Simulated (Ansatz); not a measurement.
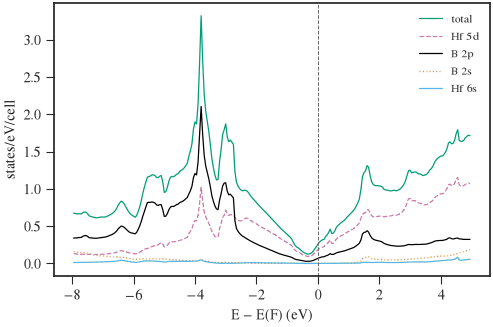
Figure. Total and projected density of states of HfB2 in space group P6/mmm (No. 191; Hf on 1a, B on 2d), PBEsol in the plane-wave PAW code Ansatz

Problem. Which orbitals carry the states next to the Fermi level?

Solution. Within 0.5 eV of the Fermi level: Hf 5d 70 %, B 2p 27 %. Projections are on Löwdin-orthogonalised atomic valence shells; empty p or d shells of many metals are not among them.

Problem. Where is the tallest occupied peak in this window, and what makes it?

Solution. Near -3.8 eV, about 3.3 states/eV per cell; the largest projected share is B 2p.

Symmetry was held in the PBEsol relaxation; of distortions, only those at the zone centre were tested. No spin polarisation was allowed. Spin–orbit coupling is left out wherever it is not named.

Potentials: the later of the program's two PAW sets.
